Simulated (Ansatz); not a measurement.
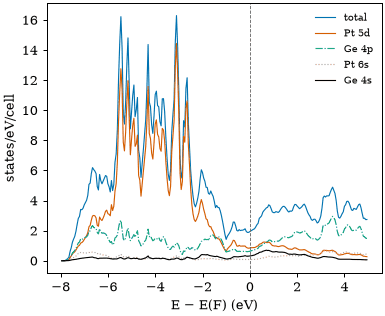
Figure. Total and projected density of states of GePt in space group Pnma (No. 62; Pt on 4c, Ge on 4c), the program Ansatz at the PBEsol level (PAW)

Q: Which orbitals carry the states next to the Fermi level?

A: Within 0.5 eV of the Fermi level: Pt 5d 43 %, Ge 4p 32 %, Ge 4s 17 %. Projections are on Löwdin-orthogonalised atomic valence shells; empty p or d shells of many metals are not among them.

Q: Where is the tallest occupied peak in this window, and what makes it?

A: Near -3.1 eV, about 16 states/eV per cell; the largest projected share is Pt 5d.

Symmetry was held in the PBEsol relaxation. No spin polarisation was allowed. Spin–orbit coupling is left out wherever it is not named.

Potentials: the later of the program's two PAW sets.
